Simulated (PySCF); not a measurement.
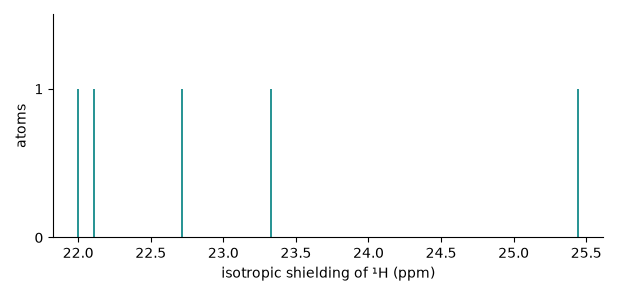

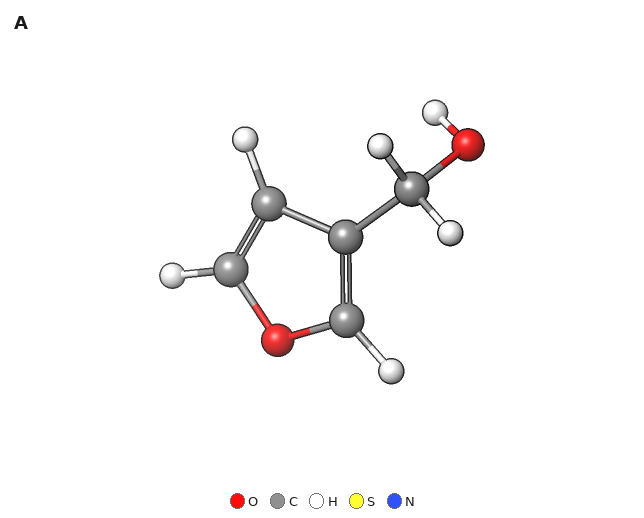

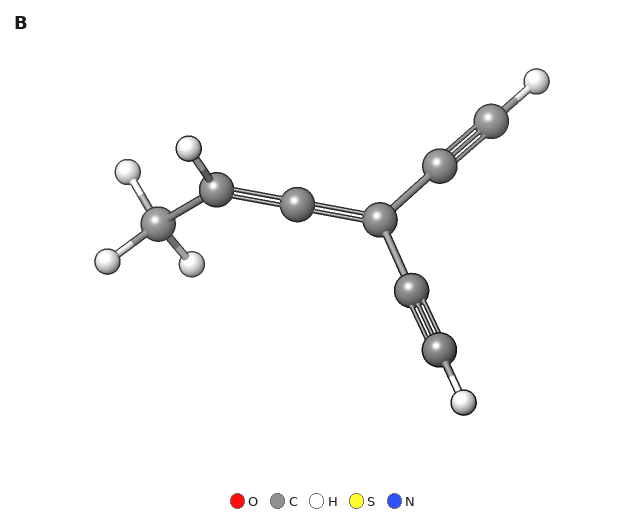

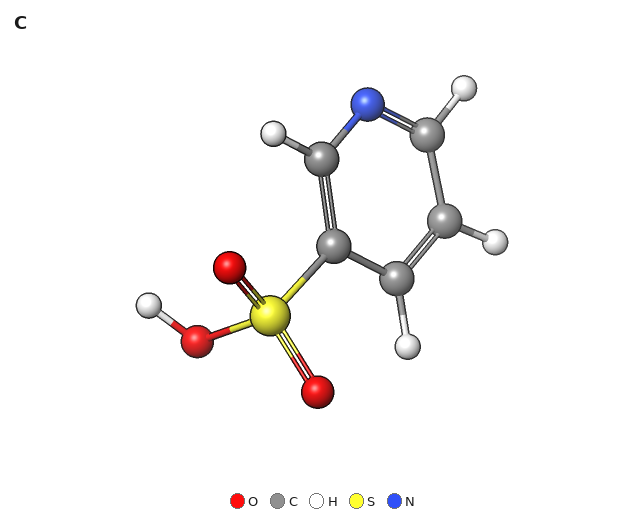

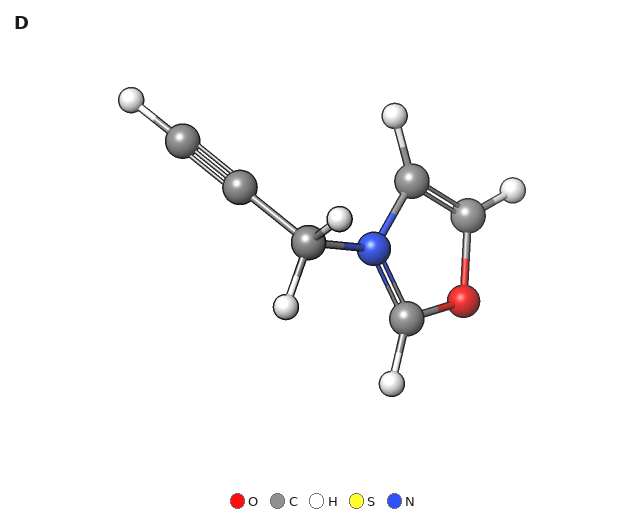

The sticks are computed shieldings of one of the molecules, for one fixed geometry (PBE0-D3(BJ)/def2-SVP) without averaging over rotations. Low shielding means a high chemical shift. Method: GIAO PBE0/pcSseg-1 NMR shielding, non-relativistic, IEF-PCM dimethylsulfoxide (PySCF 2.14.0).

### Which molecule gives this pattern?

C, `O=S(=O)(O)c1cccnc1`. Its 5 H atoms give lines at 22.00, 22.11, 22.72, 23.33, 25.44 ppm.
